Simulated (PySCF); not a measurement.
## Electronic structure of C₂H₁₀FNSi₃ in real space

```xyz
17

N    -2.3434    0.3316    1.1735
Si   -2.1030   -0.8702   -0.0380
Si   -0.1047   -0.3863   -1.0818
C     1.1266    0.3899    0.1393
Si    2.5455   -0.5981    0.8804
C     0.9501    1.6422    0.5173
F    -0.0746    2.4004    0.0439
H    -3.1555    0.2776    1.7674
H    -2.1493    1.2952    0.9539
H    -2.1282   -2.1255    0.7241
H    -3.2029   -0.9706   -1.0207
H     0.5785   -1.5754   -1.6156
H    -0.2149    0.5498   -2.2120
H     3.3461    0.2585    1.7596
H     1.9869   -1.7162    1.6442
H     3.3847   -1.1085   -0.2052
H     1.5511    2.2178    1.2091
```

Geometry: GFN2-xTB.

Level of theory: wB97X-D/def2-SVPD, SCF density, gas phase (PySCF 2.14.0).

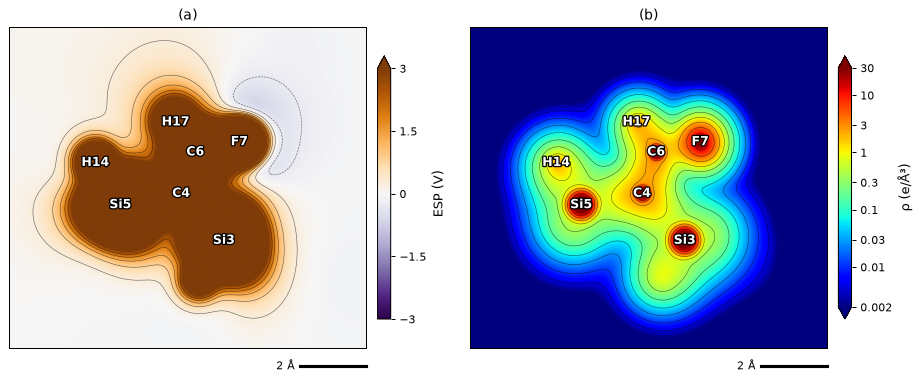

Figure 1. (a) electrostatic potential; (b) total electron density on the plane of atoms C4, C6 and F7.

**What do the fields say about this system?**

- Atoms in the plane: Si, C, F and H.
- C–C (1.32 Å): ρ at the midpoint is about 2.3 e/Å³.
- C–F (1.36 Å): ρ at the midpoint is about 2.2 e/Å³, with its minimum of 1.6 e/Å³ about 0.5 Å from C.
- C–Si (1.88 Å): ρ is about 0.92 e/Å³ halfway.
- C–H (1.08 Å): the density is about 2.1 e/Å³ at the midpoint.
- Outside the dense part of the molecule the potential is most negative (−0.6 V) near F7.

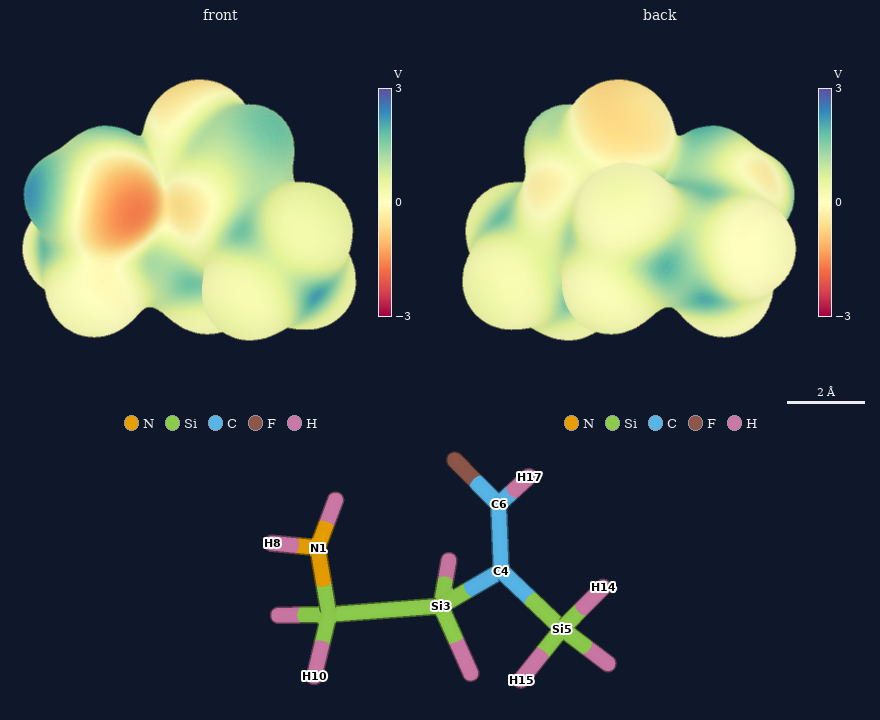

Figure 2. The electrostatic potential painted on the density surface at 0.004 e/bohr³, seen from the front and from behind; red is negative and blue positive. The bare structure is drawn below in the same view.

**Describe the electrostatic potential map.**

The most negative region (about −1.6 V) lies over N1, the most positive (about +2.1 V) over Si5 and H8. N1 is the likeliest acceptor of a hydrogen bond.

**What dipole moment does the calculation give?**

Its dipole moment is 0.95 D.
